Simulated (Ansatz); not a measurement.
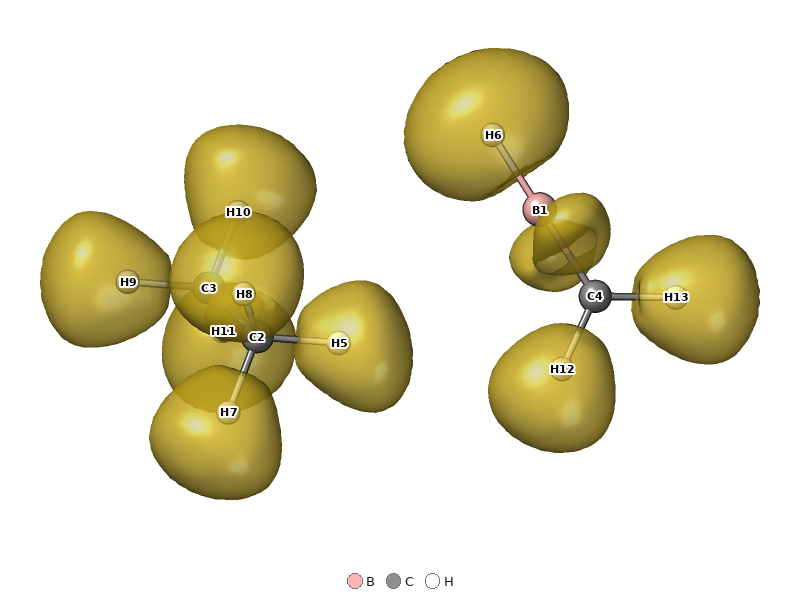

*CH₃B···C₂H₆. Isosurface of the ELF at 0.85 (yellow), seen at a tilt. Core shells and regions of very low density are left out.*

Theory: Ansatz, RKS revPBE/def2-SVP.

Input file:

```
crystal:
  periodic: [false, false, false]
  atoms:
    - { symbol: B, position_ang: [-0.586166, 1.770101, 0.421612] }
    - { symbol: C, position_ang: [0.75684, -0.782246, 0.131451] }
    - { symbol: C, position_ang: [-0.223857, -1.952885, 0.24751] }
    - { symbol: C, position_ang: [-0.270632, 2.3778, -0.800365] }
    - { symbol: H, position_ang: [0.247195, 0.139034, -0.179605] }
    - { symbol: H, position_ang: [-0.95412, 1.403507, 1.501452] }
    - { symbol: H, position_ang: [1.530999, -0.957104, -0.64504] }
    - { symbol: H, position_ang: [1.28073, -0.580064, 1.087242] }
    - { symbol: H, position_ang: [0.302468, -2.890589, 0.521786] }
    - { symbol: H, position_ang: [-0.993291, -1.768163, 1.025437] }
    - { symbol: H, position_ang: [-0.756756, -2.135647, -0.708055] }
    - { symbol: H, position_ang: [0.354273, 1.989127, -1.617058] }
    - { symbol: H, position_ang: [-0.687683, 3.387131, -0.986367] }
basis:
  gaussian: { orbitals: def2-SVP }
hamiltonian:
  xc: revpbe
relax:
  f_tol: 0.03
  max_steps: 50
output:
  orbitals: {}
```

Run with:

```sh
ansatz run input.yaml --threads 2 --pin off --max-ram 3072MiB --backend cpu --events-out ev --progress --plain --runs-dir out
```

The fields are those of the run's last geometry, not of the input's.

### Identify the bonds, lone pairs and shells in this picture.

The ELF exceeds this value in one region between bonded B–C atoms (shared pairs), one region between bonded C–C atoms (shared pairs) and nine regions around hydrogen nuclei.

Values along the shortest contacts:
C–B (1.40 Å): the ELF peaks at about 0.90 between the atoms, as expected for localised, covalent bonding. C–C (1.53 Å): the ELF peaks at about 0.95 between the atoms, as expected for localised, covalent bonding.
